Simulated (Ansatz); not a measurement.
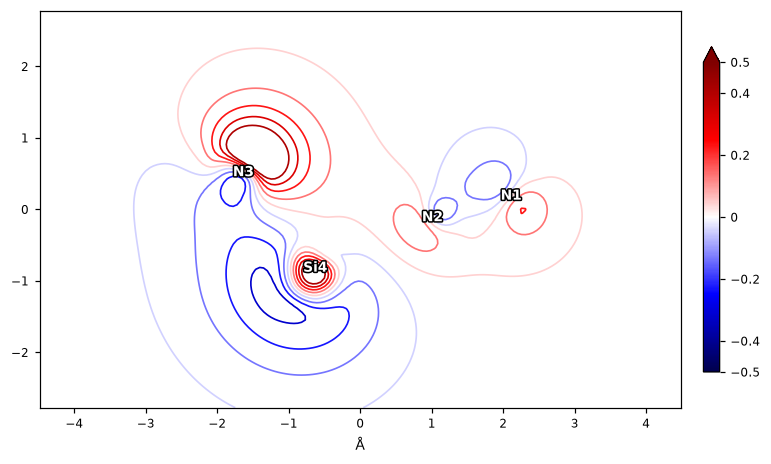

*HN₃Si (triplet). The HOMO−1 (β) on the plane of atoms N2, Si4 and N3 (values in Å⁻³ᐟ²; the overall sign is arbitrary).*

Geometry: B3LYP-D3(BJ)/def2-SVP.

Level of theory: Ansatz 0.2.0, isolated molecule in a Gaussian basis; Kohn-Sham density functional theory, functional PBE0.

```xyz
5

N    -0.0042   -0.9788   -1.5399
N     0.7149   -0.2122   -1.0815
N     3.0095    0.3966    0.2424
Si    1.7812    1.1378   -0.6095
H     3.5371    0.7055    1.0585
```

> Where does this orbital lie, and at what energy?

Its weight (Hirshfeld) is mainly on Si4 (about 50 %) and N3 (about 45 %). Its energy is −8.62 eV.
